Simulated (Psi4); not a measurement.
**CCSD/cc-pVDZ run of GeH4O2 (SMILES [OH][GeH2][OH])**

Aim: the energy change on altering one bond length of GeH4O2 at CCSD/cc-pVDZ, from 2 runs. 

The results are computed with Psi4 1.11.

3 further runs of the same task are left out: 3 set aside as unsound or not needed. Runs told in other sessions of the task aren't counted.

## (1) The structure to begin with

The species is GeH4O2 (7 atoms), meant as a singlet with charge 0. As SMILES, `[OH][GeH2][OH]`. The shape is that of a PBE0-D4/def2-TZVP optimisation. This is one conformer, not always the lowest.

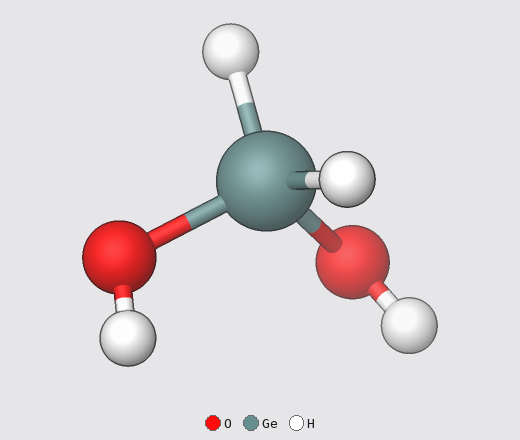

Viewed from a chosen angle; oxygen red, germanium teal, hydrogen white.

## (2) The energy at CCSD/cc-pVDZ

Contents of job.dat:

```
memory 2200 MB

molecule geom {
  0 1
  O     -1.491300    -0.416000    -0.173900
  Ge     0.023500     0.377000     0.305300
  O      1.347400    -0.798900     0.400600
  H     -1.634900    -0.418700    -1.122100
  H      0.363400     1.460500    -0.739100
  H     -0.172500     0.863100     1.737300
  H      1.625600    -1.135200    -0.453800
  units angstrom
  symmetry c1
}

set {
  reference rhf
  puream true
  e_convergence 1e-09
  d_convergence 1e-08
  scf_type pk
  num_frozen_docc 11
}

result, w = energy('ccsd/cc-pVDZ', return_wfn=True)
print_variables()
```

Command:

```console
psi4 -i job.dat -o job.out -n 1
```

job.out (excerpt; [...] marks lines left out):

```text
[...]
  Running in c1 symmetry.
[...]
  Nuclear repulsion =  219.679499594560724
[...]
  Multiplicity = 1
[...]
  Nalpha       = 26
  Nbeta        = 26
[...]
    Number of basis functions: 75
[...]
   @RHF iter   1: -2226.89304819905419   -4.23486e+00   1.44550e-02 DIIS/ADIIS
[...]
   @RHF iter  12: -2227.43200116010257   -2.72848e-12   2.76567e-09 DIIS
[...]
    Orbital Energies [Eh]
    ---------------------
    Doubly Occupied:
       1A   -405.319337     2A    -52.219270     3A    -46.308462
       4A    -46.308377     5A    -46.308165     6A    -20.554130
       7A    -20.553112     8A     -7.242678     9A     -5.218764
      10A     -5.218192    11A     -5.217053    12A     -1.693677
      13A     -1.690670    14A     -1.685216    15A     -1.682375
      16A     -1.682183    17A     -1.324347    18A     -1.303960
      19A     -0.758649    20A     -0.661860    21A     -0.625827
      22A     -0.548412    23A     -0.524127    24A     -0.497418
      25A     -0.479323    26A     -0.459303
[...]
  @RHF Final Energy: -2227.43200116010257
   => Energetics <=
    Nuclear Repulsion Energy =            219.6794995945607241
    One-Electron Energy =               -3542.0532283549241583
    Two-Electron Energy =                1094.9417276002609469
    Total Energy =                      -2227.4320011601025726
[...]
 Multipole Moments:
 ------------------------------------------------------------------------------------
     Multipole            Electronic (a.u.)      Nuclear  (a.u.)        Total (a.u.)
 ------------------------------------------------------------------------------------
 L = 1.  Multiply by 2.5417464519 to convert [e a0] to [Debye]
 Dipole X            :          0.2194352           -0.0702225            0.1492128
 Dipole Y            :          2.7934071           -2.3478850            0.4455221
 Dipole Z            :          1.0579301           -2.0944336           -1.0365034
 Magnitude           :                                                    1.1380219
[...]
      * MP2 total energy                      = -2227.931767876770664
[...]
      * CCSD total energy                     = -2227.955370718623271
[...]
```

Run time: 17 s. Hardware: 1 thread of AMD EPYC 9R45 (Zen 5), shared host; peak memory 0.45 GiB.

## (3) The distorted shape

Contents of run.py:

```python
import numpy as np
from ase.calculators.psi4 import Psi4
from ase import Atoms

atoms = Atoms(['O', 'Ge', 'O', 'H', 'H', 'H', 'H'], positions=[
    [-1.376424, -0.413840, 0.584632],
    [0.138376, 0.379160, 1.063832],
    [1.462276, -0.796740, 1.159132],
    [-1.634900, -0.418700, -1.122100],
    [0.478276, 1.462660, 0.019432],
    [-0.057624, 0.865260, 2.495832],
    [1.740476, -1.133040, 0.304732],
])
calc = Psi4(atoms=atoms, method='ccsd', basis='cc-pVDZ', memory='2200MB', num_threads=1, charge=0, multiplicity=1, label='psi4-calc')
calc.psi4.set_options({'puream': True, 'e_convergence': 1e-09, 'd_convergence': 1e-08, 'scf_type': 'pk', 'num_frozen_docc': 11})
atoms.calc = calc

print(f'energy: {atoms.get_potential_energy():.6f} eV')
```

Command:

```console
python run.py
```

psi4-calc.dat (excerpt; [...] marks lines left out):

```text
[...]
  Running in c1 symmetry.
[...]
  Nuclear repulsion =  216.014853687931975
[...]
  Multiplicity = 1
[...]
  Nalpha       = 26
  Nbeta        = 26
[...]
    Number of basis functions: 75
[...]
   @RHF iter   1: -2226.61916850933221   -4.37184e+00   1.48534e-02 ADIIS/DIIS
[...]
   @RHF iter  15: -2227.25737098312038   -2.04636e-11   8.76198e-09 DIIS
[...]
    Orbital Energies [Eh]
    ---------------------
    Doubly Occupied:
       1A   -405.317906     2A    -52.217878     3A    -46.307064
       4A    -46.306963     5A    -46.306750     6A    -20.599494
       7A    -20.551573     8A     -7.241310     9A     -5.217478
      10A     -5.216764    11A     -5.215546    12A     -1.692301
      13A     -1.689284    14A     -1.683739    15A     -1.680951
      16A     -1.680682    17A     -1.313884    18A     -1.246202
      19A     -0.738748    20A     -0.634704    21A     -0.547354
      22A     -0.542688    23A     -0.506737    24A     -0.479311
      25A     -0.476123    26A     -0.434205
[...]
  @RHF Final Energy: -2227.25737098312038
   => Energetics <=
    Nuclear Repulsion Energy =            216.0148536879319749
    One-Electron Energy =               -3534.8531691754383246
    Two-Electron Energy =                1091.5809445043860251
    Total Energy =                      -2227.2573709831203814
[...]
 Multipole Moments:
 ------------------------------------------------------------------------------------
     Multipole            Electronic (a.u.)      Nuclear  (a.u.)        Total (a.u.)
 ------------------------------------------------------------------------------------
 L = 1.  Multiply by 2.5417464519 to convert [e a0] to [Debye]
 Dipole X            :          0.3235404           -0.1838278            0.1397126
 Dipole Y            :          2.8058577           -2.3500211            0.4558366
 Dipole Z            :          1.7141181           -2.8445749           -1.1304568
 Magnitude           :                                                    1.2268819
[...]
      * MP2 total energy                      = -2227.788622549483080
[...]
      * CCSD total energy                     = -2227.817327068453324
```

On the terminal:

```text
energy: -60621.997279 eV
```

Run time: 20 s. Hardware: 1 thread of AMD EPYC 9R45 (Zen 5), shared host; peak memory 0.48 GiB.

## (4) What came out

Level: CCSD/cc-pVDZ, 11 core orbitals frozen.

```
                                                         quantity           value
                                        first shape: total energy  -2227.95537 Eh
                 first shape: HOMO energy (Hartree–Fock orbitals)       -12.50 eV
                 first shape: LUMO energy (Hartree–Fock orbitals)         4.13 eV
               first shape: HOMO–LUMO gap (Hartree–Fock orbitals)        16.63 eV
        first shape: correlation energy (11 core orbitals frozen)      -523.4 mEh
                                       first shape: T1 diagnostic           0.011
                                    distorted shape: total energy  -2227.81733 Eh
             distorted shape: HOMO energy (Hartree–Fock orbitals)       -11.82 eV
             distorted shape: LUMO energy (Hartree–Fock orbitals)         0.19 eV
           distorted shape: HOMO–LUMO gap (Hartree–Fock orbitals)        12.01 eV
    distorted shape: correlation energy (11 core orbitals frozen)      -560.0 mEh
                                   distorted shape: T1 diagnostic           0.016
energy change with the O1–H4 bond stretched from 0.959 to 1.726 Å        3.756 eV
```

**Reading.** With the O1–H4 bond stretched from 0.959 to 1.726 Å the energy rises by 3.76 eV (87 kcal/mol). The first shape isn't relaxed at this level, so the change isn't measured from a minimum. A restricted reference can't describe the breaking bond well at this length.
